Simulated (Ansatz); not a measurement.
## A computed series for SiO2: pressure series

The reference is SiO₂ in the rutile structure (space group P4_2/mnm, No. 136; a = 4.236 Å, c = 2.690 Å).

Cell and atoms are relaxed at each pressure.

The values are results of PBE (Ansatz, a program for electronic structure), scalar-relativistic without spin-orbit coupling, not measurements.

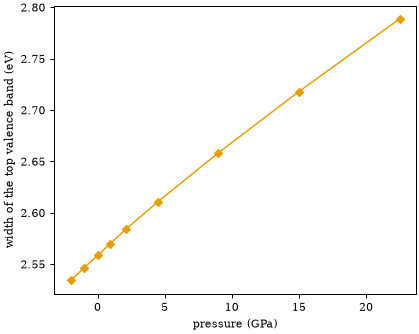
*Width of the top valence band against pressure*

Q: From the plot, what is the width of the top valence band for pressure 2.1 GPa?

A: About 2.58 eV.

Q: Is the trend monotonic over the range shown?

A: Yes, it rises throughout, spanning 2.53 eV to 2.79 eV.

The levels and masses belong to the bands next to the band gap. Load acts through the strain it causes; cell and atoms are relaxed under it. Stability against distortions was not tested. No other phases were tried under pressure.
